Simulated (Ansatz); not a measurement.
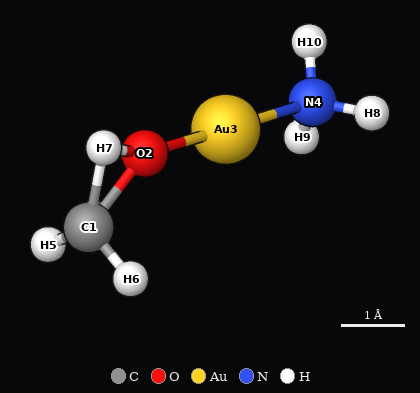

*The input geometry (ball-and-stick view, seen at a tilt; atoms are numbered from 1 in the order of the input). Sticks mark near contacts.*

Bond lengths as drawn: Au–N 2.15 Å, Au–O 2.00 Å, C–H 1.09 to 1.34 Å, C–O 1.57 Å, H–N 1.01 Å and H–O 1.07 Å.

# CH6AuNO: molecular dynamics (part 1 of 4)

- system: CH6AuNO
- method: UHF/def2-SVP (Ansatz 0.2.0)

It belongs to a series of runs on one base structure; here: dynamics from the highest image of the converged band. Figures and captions count atoms from 1; the log counts them from 0 in places.

### Log
```
Engine: ansatz 0.2.0, x86_64-unknown-linux-gnu
Functional definition: HF
  exchange = exact_x
  correlation = 0
1158 factors; integrals over basis functions are off by at most 4.8e-4 eV
mean field evaluation 1: about -8301.0193 eV, gradient 2.4e1 eV
mean field evaluation 2: about -8301.0248 eV, gradient 2.4e1 eV
mean field evaluation 4: about -8304.0933 eV, gradient 3.3e0 eV
mean field evaluation 8: about -8304.1754 eV, gradient 1.5e-1 eV
mean field evaluation 16: about -8302.1655 eV, gradient 4.8e0 eV
mean field -8304.17593311 eV, -305.1728367690 hartree, gradient 1.1e-5 eV, S^2 0.000000; 0 other end points of the search recorded, 0 dependent functions left out
the calculation of the forces begins
reference -8304.17593311 eV, -305.1728367690 hartree; 23, 23 occupied and 81, 81 virtual orbitals, 1158 factors
md step     0: t =     0.00 fs  T =   100.0 K  F+E_penalty+E_count = -8304.17593311 eV  E_kin = 0.103408 eV  conserved = -8304.07252511 eV  (49 SCF iters)
these checks for a lower state are left out or cut short: starts, cluster_reference, orbital_swaps, neighbouring_geometries, increment
1158 factors; integrals over basis functions are off by at most 4.7e-4 eV
mean field -8304.17301324 eV, -305.1727294659 hartree, gradient 3.6e-5 eV, S^2 0.000000; 0 other end points of the search recorded, 0 dependent functions left out
the calculation of the forces begins
reference -8304.17301324 eV, -305.1727294659 hartree; 23, 23 occupied and 81, 81 virtual orbitals, 1158 factors
md step     1: t =     0.50 fs  T =    97.2 K  F+E_penalty+E_count = -8304.17301324 eV  E_kin = 0.100551 eV  conserved = -8304.07246267 eV  (32 SCF iters)
[... from here on the SCF iterations and repeated set-up lines of each step are left out, up to the last step ...]
md step     2: t =     1.00 fs  T =    90.0 K  F+E_penalty+E_count = -8304.16530915 eV  E_kin = 0.093025 eV  conserved = -8304.07228449 eV  (31 SCF iters)
md step     3: t =     1.50 fs  T =    80.8 K  F+E_penalty+E_count = -8304.15561984 eV  E_kin = 0.083557 eV  conserved = -8304.07206288 eV  (32 SCF iters)
md step     4: t =     2.00 fs  T =    73.0 K  F+E_penalty+E_count = -8304.14740382 eV  E_kin = 0.075512 eV  conserved = -8304.07189219 eV  (32 SCF iters)
md step     5: t =     2.50 fs  T =    69.1 K  F+E_penalty+E_count = -8304.14332046 eV  E_kin = 0.071477 eV  conserved = -8304.07184381 eV  (33 SCF iters)
md step     6: t =     3.00 fs  T =    69.8 K  F+E_penalty+E_count = -8304.14413100 eV  E_kin = 0.072200 eV  conserved = -8304.07193089 eV  (30 SCF iters)
md step     7: t =     3.50 fs  T =    73.9 K  F+E_penalty+E_count = -8304.14849479 eV  E_kin = 0.076391 eV  conserved = -8304.07210410 eV  (33 SCF iters)
md step     8: t =     4.00 fs  T =    78.8 K  F+E_penalty+E_count = -8304.15372427 eV  E_kin = 0.081444 eV  conserved = -8304.07228008 eV  (33 SCF iters)
md step     9: t =     4.50 fs  T =    81.9 K  F+E_penalty+E_count = -8304.15707190 eV  E_kin = 0.084689 eV  conserved = -8304.07238294 eV  (32 SCF iters)
md step    10: t =     5.00 fs  T =    81.8 K  F+E_penalty+E_count = -8304.15691657 eV  E_kin = 0.084542 eV  conserved = -8304.07237448 eV  (32 SCF iters)
md step    11: t =     5.50 fs  T =    78.4 K  F+E_penalty+E_count = -8304.15336380 eV  E_kin = 0.081098 eV  conserved = -8304.07226536 eV  (32 SCF iters)
md step    12: t =     6.00 fs  T =    73.5 K  F+E_penalty+E_count = -8304.14809367 eV  E_kin = 0.075990 eV  conserved = -8304.07210362 eV  (33 SCF iters)
md step    13: t =     6.50 fs  T =    69.3 K  F+E_penalty+E_count = -8304.14361957 eV  E_kin = 0.071668 eV  conserved = -8304.07195127 eV  (32 SCF iters)
md step    14: t =     7.00 fs  T =    68.1 K  F+E_penalty+E_count = -8304.14232098 eV  E_kin = 0.070462 eV  conserved = -8304.07185856 eV  (33 SCF iters)
md step    15: t =     7.50 fs  T =    71.4 K  F+E_penalty+E_count = -8304.14566073 eV  E_kin = 0.073817 eV  conserved = -8304.07184407 eV  (33 SCF iters)
md step    16: t =     8.00 fs  T =    79.3 K  F+E_penalty+E_count = -8304.15389360 eV  E_kin = 0.082004 eV  conserved = -8304.07188962 eV  (32 SCF iters)
md step    17: t =     8.50 fs  T =    91.3 K  F+E_penalty+E_count = -8304.16634667 eV  E_kin = 0.094394 eV  conserved = -8304.07195238 eV  (31 SCF iters)
md step    18: t =     9.00 fs  T =   106.5 K  F+E_penalty+E_count = -8304.18208809 eV  E_kin = 0.110100 eV  conserved = -8304.07198812 eV  (31 SCF iters)
md step    19: t =     9.50 fs  T =   124.4 K  F+E_penalty+E_count = -8304.20061952 eV  E_kin = 0.128644 eV  conserved = -8304.07197597 eV  (31 SCF iters)
md step    20: t =    10.00 fs  T =   145.3 K  F+E_penalty+E_count = -8304.22222061 eV  E_kin = 0.150292 eV  conserved = -8304.07192901 eV  (31 SCF iters)
md step    21: t =    10.50 fs  T =   170.1 K  F+E_penalty+E_count = -8304.24778879 eV  E_kin = 0.175907 eV  conserved = -8304.07188168 eV  (32 SCF iters)
md step    22: t =    11.00 fs  T =   199.7 K  F+E_penalty+E_count = -8304.27836218 eV  E_kin = 0.206503 eV  conserved = -8304.07185876 eV  (32 SCF iters)
md step    23: t =    11.50 fs  T =   234.9 K  F+E_penalty+E_count = -8304.31477698 eV  E_kin = 0.242931 eV  conserved = -8304.07184629 eV  (32 SCF iters)
md step    24: t =    12.00 fs  T =   276.6 K  F+E_penalty+E_count = -8304.35785470 eV  E_kin = 0.286059 eV  conserved = -8304.07179593 eV  (32 SCF iters)
md step    25: t =    12.50 fs  T =   326.2 K  F+E_penalty+E_count = -8304.40902216 eV  E_kin = 0.337343 eV  conserved = -8304.07167884 eV  (32 SCF iters)
md step    26: t =    13.00 fs  T =   385.8 K  F+E_penalty+E_count = -8304.47056476 eV  E_kin = 0.398999 eV  conserved = -8304.07156535 eV  (32 SCF iters)
md step    27: t =    13.50 fs  T =   457.2 K  F+E_penalty+E_count = -8304.54446183 eV  E_kin = 0.472824 eV  conserved = -8304.07163827 eV  (32 SCF iters)
md step    28: t =    14.00 fs  T =   539.3 K  F+E_penalty+E_count = -8304.62979115 eV  E_kin = 0.557730 eV  conserved = -8304.07206148 eV  (32 SCF iters)
md step    29: t =    14.50 fs  T =   626.5 K  F+E_penalty+E_count = -8304.72064578 eV  E_kin = 0.647853 eV  conserved = -8304.07279298 eV  (31 SCF iters)
md step    30: t =    15.00 fs  T =   709.3 K  F+E_penalty+E_count = -8304.80704429 eV  E_kin = 0.733476 eV  conserved = -8304.07356782 eV  (84 SCF iters)
md step    31: t =    15.50 fs  T =   778.3 K  F+E_penalty+E_count = -8304.87887444 eV  E_kin = 0.804776 eV  conserved = -8304.07409865 eV  (30 SCF iters)
md step    32: t =    16.00 fs  T =   827.5 K  F+E_penalty+E_count = -8304.92999921 eV  E_kin = 0.855727 eV  conserved = -8304.07427269 eV  (32 SCF iters)
md step    33: t =    16.50 fs  T =   856.4 K  F+E_penalty+E_count = -8304.95977138 eV  E_kin = 0.885607 eV  conserved = -8304.07416466 eV  (31 SCF iters)
md step    34: t =    17.00 fs  T =   868.2 K  F+E_penalty+E_count = -8304.97174626 eV  E_kin = 0.897818 eV  conserved = -8304.07392801 eV  (32 SCF iters)
md step    35: t =    17.50 fs  T =   867.9 K  F+E_penalty+E_count = -8304.97118081 eV  E_kin = 0.897484 eV  conserved = -8304.07369652 eV  (31 SCF iters)
md step    36: t =    18.00 fs  T =   859.9 K  F+E_penalty+E_count = -8304.96280622 eV  E_kin = 0.889253 eV  conserved = -8304.07355305 eV  (32 SCF iters)
md step    37: t =    18.50 fs  T =   847.0 K  F+E_penalty+E_count = -8304.94940608 eV  E_kin = 0.875866 eV  conserved = -8304.07353963 eV  (32 SCF iters)
md step    38: t =    19.00 fs  T =   829.2 K  F+E_penalty+E_count = -8304.93110699 eV  E_kin = 0.857442 eV  conserved = -8304.07366481 eV  (31 SCF iters)
md step    39: t =    19.50 fs  T =   804.0 K  F+E_penalty+E_count = -8304.90528560 eV  E_kin = 0.831394 eV  conserved = -8304.07389200 eV  (31 SCF iters)
md step    40: t =    20.00 fs  T =   767.0 K  F+E_penalty+E_count = -8304.86727925 eV  E_kin = 0.793163 eV  conserved = -8304.07411618 eV  (32 SCF iters)
md step    41: t =    20.50 fs  T =   713.7 K  F+E_penalty+E_count = -8304.81220246 eV  E_kin = 0.738033 eV  conserved = -8304.07416991 eV  (32 SCF iters)
md step    42: t =    21.00 fs  T =   642.0 K  F+E_penalty+E_count = -8304.73772799 eV  E_kin = 0.663839 eV  conserved = -8304.07388937 eV  (31 SCF iters)
md step    43: t =    21.50 fs  T =   554.6 K  F+E_penalty+E_count = -8304.64676142 eV  E_kin = 0.573526 eV  conserved = -8304.07323522 eV  (32 SCF iters)
md step    44: t =    22.00 fs  T =   460.1 K  F+E_penalty+E_count = -8304.54817178 eV  E_kin = 0.475792 eV  conserved = -8304.07237945 eV  (32 SCF iters)
md step    45: t =    22.50 fs  T =   370.0 K  F+E_penalty+E_count = -8304.45429617 eV  E_kin = 0.382657 eV  conserved = -8304.07163891 eV  (32 SCF iters)
md step    46: t =    23.00 fs  T =   294.9 K  F+E_penalty+E_count = -8304.37619609 eV  E_kin = 0.304935 eV  conserved = -8304.07126097 eV  (31 SCF iters)
md step    47: t =    23.50 fs  T =   240.3 K  F+E_penalty+E_count = -8304.31979721 eV  E_kin = 0.248541 eV  conserved = -8304.07125642 eV  (32 SCF iters)
md step    48: t =    24.00 fs  T =   206.9 K  F+E_penalty+E_count = -8304.28542770 eV  E_kin = 0.213979 eV  conserved = -8304.07144860 eV  (31 SCF iters)
md step    49: t =    24.50 fs  T =   192.0 K  F+E_penalty+E_count = -8304.27023742 eV  E_kin = 0.198585 eV  conserved = -8304.07165212 eV  (32 SCF iters)
md step    50: t =    25.00 fs  T =   192.6 K  F+E_penalty+E_count = -8304.27099647 eV  E_kin = 0.199214 eV  conserved = -8304.07178234 eV  (33 SCF iters)
md step    51: t =    25.50 fs  T =   206.6 K  F+E_penalty+E_count = -8304.28553506 eV  E_kin = 0.213692 eV  conserved = -8304.07184350 eV  (33 SCF iters)
md step    52: t =    26.00 fs  T =   233.0 K  F+E_penalty+E_count = -8304.31281317 eV  E_kin = 0.240941 eV  conserved = -8304.07187223 eV  (32 SCF iters)
md step    53: t =    26.50 fs  T =   271.2 K  F+E_penalty+E_count = -8304.35238237 eV  E_kin = 0.280478 eV  conserved = -8304.07190441 eV  (32 SCF iters)
md step    54: t =    27.00 fs  T =   320.9 K  F+E_penalty+E_count = -8304.40377777 eV  E_kin = 0.331809 eV  conserved = -8304.07196866 eV  (32 SCF iters)
md step    55: t =    27.50 fs  T =   380.9 K  F+E_penalty+E_count = -8304.46599249 eV  E_kin = 0.393905 eV  conserved = -8304.07208768 eV  (32 SCF iters)
md step    56: t =    28.00 fs  T =   449.5 K  F+E_penalty+E_count = -8304.53706495 eV  E_kin = 0.464793 eV  conserved = -8304.07227150 eV  (32 SCF iters)
md step    57: t =    28.50 fs  T =   523.5 K  F+E_penalty+E_count = -8304.61388664 eV  E_kin = 0.541375 eV  conserved = -8304.07251197 eV  (32 SCF iters)
md step    58: t =    29.00 fs  T =   599.1 K  F+E_penalty+E_count = -8304.69231918 eV  E_kin = 0.619528 eV  conserved = -8304.07279163 eV  (32 SCF iters)
md step    59: t =    29.50 fs  T =   671.5 K  F+E_penalty+E_count = -8304.76751734 eV  E_kin = 0.694418 eV  conserved = -8304.07309892 eV  (33 SCF iters)
md step    60: t =    30.00 fs  T =   735.8 K  F+E_penalty+E_count = -8304.83425584 eV  E_kin = 0.760830 eV  conserved = -8304.07342572 eV  (33 SCF iters)
md step    61: t =    30.50 fs  T =   786.7 K  F+E_penalty+E_count = -8304.88729611 eV  E_kin = 0.813562 eV  conserved = -8304.07373419 eV  (33 SCF iters)
md step    62: t =    31.00 fs  T =   820.3 K  F+E_penalty+E_count = -8304.92215197 eV  E_kin = 0.848211 eV  conserved = -8304.07394075 eV  (34 SCF iters)
md step    63: t =    31.50 fs  T =   834.0 K  F+E_penalty+E_count = -8304.93636795 eV  E_kin = 0.862412 eV  conserved = -8304.07395626 eV  (33 SCF iters)
md step    64: t =    32.00 fs  T =   828.7 K  F+E_penalty+E_count = -8304.93071083 eV  E_kin = 0.856960 eV  conserved = -8304.07375066 eV  (34 SCF iters)
md step    65: t =    32.50 fs  T =   808.4 K  F+E_penalty+E_count = -8304.90937648 eV  E_kin = 0.835990 eV  conserved = -8304.07338654 eV  (33 SCF iters)
md step    66: t =    33.00 fs  T =   779.3 K  F+E_penalty+E_count = -8304.87883248 eV  E_kin = 0.805844 eV  conserved = -8304.07298816 eV  (34 SCF iters)
md step    67: t =    33.50 fs  T =   747.6 K  F+E_penalty+E_count = -8304.84576778 eV  E_kin = 0.773083 eV  conserved = -8304.07268442 eV  (34 SCF iters)
md step    68: t =    34.00 fs  T =   718.0 K  F+E_penalty+E_count = -8304.81502156 eV  E_kin = 0.742462 eV  conserved = -8304.07255993 eV  (34 SCF iters)
md step    69: t =    34.50 fs  T =   692.0 K  F+E_penalty+E_count = -8304.78824585 eV  E_kin = 0.715616 eV  conserved = -8304.07263012 eV  (33 SCF iters)
md step    70: t =    35.00 fs  T =   668.1 K  F+E_penalty+E_count = -8304.76369251 eV  E_kin = 0.690854 eV  conserved = -8304.07283881 eV  (34 SCF iters)
md step    71: t =    35.50 fs  T =   642.2 K  F+E_penalty+E_count = -8304.73716338 eV  E_kin = 0.664091 eV  conserved = -8304.07307284 eV  (36 SCF iters)
md step    72: t =    36.00 fs  T =   609.9 K  F+E_penalty+E_count = -8304.70388476 eV  E_kin = 0.630693 eV  conserved = -8304.07319181 eV  (36 SCF iters)
md step    73: t =    36.50 fs  T =   568.4 K  F+E_penalty+E_count = -8304.66080345 eV  E_kin = 0.587723 eV  conserved = -8304.07308050 eV  (36 SCF iters)
md step    74: t =    37.00 fs  T =   518.1 K  F+E_penalty+E_count = -8304.60846132 eV  E_kin = 0.535741 eV  conserved = -8304.07272065 eV  (36 SCF iters)
md step    75: t =    37.50 fs  T =   463.3 K  F+E_penalty+E_count = -8304.55133790 eV  E_kin = 0.479094 eV  conserved = -8304.07224395 eV  (37 SCF iters)
md step    76: t =    38.00 fs  T =   410.1 K  F+E_penalty+E_count = -8304.49592009 eV  E_kin = 0.424036 eV  conserved = -8304.07188405 eV  (37 SCF iters)
md step    77: t =    38.50 fs  T =   363.1 K  F+E_penalty+E_count = -8304.44725781 eV  E_kin = 0.375446 eV  conserved = -8304.07181152 eV  (37 SCF iters)
md step    78: t =    39.00 fs  T =   323.4 K  F+E_penalty+E_count = -8304.40640720 eV  E_kin = 0.334416 eV  conserved = -8304.07199159 eV  (37 SCF iters)
md step    79: t =    39.50 fs  T =   288.7 K  F+E_penalty+E_count = -8304.37080622 eV  E_kin = 0.298580 eV  conserved = -8304.07222631 eV  (37 SCF iters)
md step    80: t =    40.00 fs  T =   256.0 K  F+E_penalty+E_count = -8304.33705164 eV  E_kin = 0.264719 eV  conserved = -8304.07233234 eV  (39 SCF iters)
md step    81: t =    40.50 fs  T =   223.7 K  F+E_penalty+E_count = -8304.30358536 eV  E_kin = 0.231322 eV  conserved = -8304.07226329 eV  (100 SCF iters)
md step    82: t =    41.00 fs  T =   192.8 K  F+E_penalty+E_count = -8304.27145831 eV  E_kin = 0.199365 eV  conserved = -8304.07209329 eV  (38 SCF iters)
md step    83: t =    41.50 fs  T =   165.7 K  F+E_penalty+E_count = -8304.24328352 eV  E_kin = 0.171352 eV  conserved = -8304.07193162 eV  (39 SCF iters)
md step    84: t =    42.00 fs  T =   144.8 K  F+E_penalty+E_count = -8304.22158297 eV  E_kin = 0.149728 eV  conserved = -8304.07185539 eV  (39 SCF iters)
md step    85: t =    42.50 fs  T =   131.2 K  F+E_penalty+E_count = -8304.20757010 eV  E_kin = 0.135683 eV  conserved = -8304.07188680 eV  (40 SCF iters)
md step    86: t =    43.00 fs  T =   124.5 K  F+E_penalty+E_count = -8304.20077446 eV  E_kin = 0.128774 eV  conserved = -8304.07200018 eV  (41 SCF iters)
md step    87: t =    43.50 fs  T =   123.1 K  F+E_penalty+E_count = -8304.19944322 eV  E_kin = 0.127306 eV  conserved = -8304.07213733 eV  (41 SCF iters)
md step    88: t =    44.00 fs  T =   125.0 K  F+E_penalty+E_count = -8304.20148273 eV  E_kin = 0.129260 eV  conserved = -8304.07222302 eV  (41 SCF iters)
md step    89: t =    44.50 fs  T =   129.1 K  F+E_penalty+E_count = -8304.20565923 eV  E_kin = 0.133471 eV  conserved = -8304.07218841 eV  (40 SCF iters)
md step    90: t =    45.00 fs  T =   136.0 K  F+E_penalty+E_count = -8304.21263481 eV  E_kin = 0.140618 eV  conserved = -8304.07201645 eV  (39 SCF iters)
md step    91: t =    45.50 fs  T =   148.3 K  F+E_penalty+E_count = -8304.22513721 eV  E_kin = 0.153348 eV  conserved = -8304.07178944 eV  (40 SCF iters)
md step    92: t =    46.00 fs  T =   169.2 K  F+E_penalty+E_count = -8304.24660210 eV  E_kin = 0.174922 eV  conserved = -8304.07167962 eV  (41 SCF iters)
md step    93: t =    46.50 fs  T =   199.9 K  F+E_penalty+E_count = -8304.27856782 eV  E_kin = 0.206736 eV  conserved = -8304.07183133 eV  (41 SCF iters)
md step    94: t =    47.00 fs  T =   238.3 K  F+E_penalty+E_count = -8304.31861707 eV  E_kin = 0.246402 eV  conserved = -8304.07221513 eV  (41 SCF iters)
md step    95: t =    47.50 fs  T =   278.8 K  F+E_penalty+E_count = -8304.36092805 eV  E_kin = 0.288307 eV  conserved = -8304.07262081 eV  (40 SCF iters)
md step    96: t =    48.00 fs  T =   315.9 K  F+E_penalty+E_count = -8304.39946283 eV  E_kin = 0.326643 eV  conserved = -8304.07281957 eV  (41 SCF iters)
md step    97: t =    48.50 fs  T =   346.9 K  F+E_penalty+E_count = -8304.43142550 eV  E_kin = 0.358696 eV  conserved = -8304.07272939 eV  (41 SCF iters)
md step    98: t =    49.00 fs  T =   373.4 K  F+E_penalty+E_count = -8304.45854050 eV  E_kin = 0.386098 eV  conserved = -8304.07244222 eV  (40 SCF iters)
md step    99: t =    49.50 fs  T =   399.9 K  F+E_penalty+E_count = -8304.48566872 eV  E_kin = 0.413532 eV  conserved = -8304.07213642 eV  (40 SCF iters)
md step   100: t =    50.00 fs  T =   431.3 K  F+E_penalty+E_count = -8304.51801841 eV  E_kin = 0.446045 eV  conserved = -8304.07197341 eV  (39 SCF iters)
md step   101: t =    50.50 fs  T =   470.5 K  F+E_penalty+E_count = -8304.55854623 eV  E_kin = 0.486511 eV  conserved = -8304.07203568 eV  (40 SCF iters)
md step   102: t =    51.00 fs  T =   516.7 K  F+E_penalty+E_count = -8304.60656774 eV  E_kin = 0.534259 eV  conserved = -8304.07230904 eV  (40 SCF iters)
md step   103: t =    51.50 fs  T =   565.9 K  F+E_penalty+E_count = -8304.65790560 eV  E_kin = 0.585211 eV  conserved = -8304.07269457 eV  (40 SCF iters)
md step   104: t =    52.00 fs  T =   612.5 K  F+E_penalty+E_count = -8304.70640946 eV  E_kin = 0.633368 eV  conserved = -8304.07304109 eV  (40 SCF iters)
md step   105: t =    52.50 fs  T =   650.9 K  F+E_penalty+E_count = -8304.74631207 eV  E_kin = 0.673109 eV  conserved = -8304.07320341 eV  (40 SCF iters)
md step   106: t =    53.00 fs  T =   678.3 K  F+E_penalty+E_count = -8304.77449752 eV  E_kin = 0.701376 eV  conserved = -8304.07312111 eV  (40 SCF iters)
md step   107: t =    53.50 fs  T =   694.9 K  F+E_penalty+E_count = -8304.79149265 eV  E_kin = 0.718615 eV  conserved = -8304.07287793 eV  (39 SCF iters)
md step   108: t =    54.00 fs  T =   703.7 K  F+E_penalty+E_count = -8304.80034340 eV  E_kin = 0.727669 eV  conserved = -8304.07267401 eV  (41 SCF iters)
md step   109: t =    54.50 fs  T =   707.0 K  F+E_penalty+E_count = -8304.80382794 eV  E_kin = 0.731139 eV  conserved = -8304.07268890 eV  (40 SCF iters)
md step   110: t =    55.00 fs  T =   705.0 K  F+E_penalty+E_count = -8304.80194743 eV  E_kin = 0.729009 eV  conserved = -8304.07293880 eV  (40 SCF iters)
md step   111: t =    55.50 fs  T =   694.7 K  F+E_penalty+E_count = -8304.79167597 eV  E_kin = 0.718409 eV  conserved = -8304.07326657 eV  (40 SCF iters)
md step   112: t =    56.00 fs  T =   672.7 K  F+E_penalty+E_count = -8304.76911787 eV  E_kin = 0.695648 eV  conserved = -8304.07346993 eV  (39 SCF iters)
md step   113: t =    56.50 fs  T =   637.2 K  F+E_penalty+E_count = -8304.73231849 eV  E_kin = 0.658884 eV  conserved = -8304.07343483 eV  (39 SCF iters)
md step   114: t =    57.00 fs  T =   589.6 K  F+E_penalty+E_count = -8304.68283388 eV  E_kin = 0.609656 eV  conserved = -8304.07317749 eV  (40 SCF iters)
md step   115: t =    57.50 fs  T =   534.4 K  F+E_penalty+E_count = -8304.62541029 eV  E_kin = 0.552605 eV  conserved = -8304.07280538 eV  (40 SCF iters)
```
